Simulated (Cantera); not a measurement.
Charge: 1 mol CsCl, 8.3 mol H2, 0.24 mol O2, equilibrated at 54.0 Torr.

Cantera equilibrium calculation (NASA polynomials, part measured and part estimated; ideal gas, pure solids and liquids). Candidate condensed phases: Cs, CsCl, CsOH, H2O; 22 gas species. The numbers say what is thermodynamically allowed, not how fast it happens.

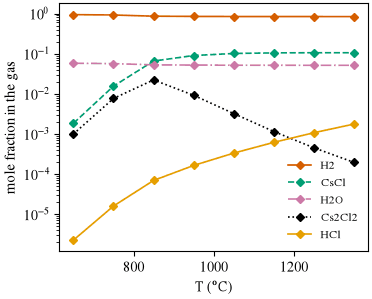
Equilibrium gas composition (values under 1e-9 drawn at 1e-9)

### Question
Read off the mole fractions at 1250 °C.

### Answer
H2 about 0.84, CsCl about 0.11, H2O about 0.051, HCl about 0.0011, Cs2Cl2 about 0.00045.
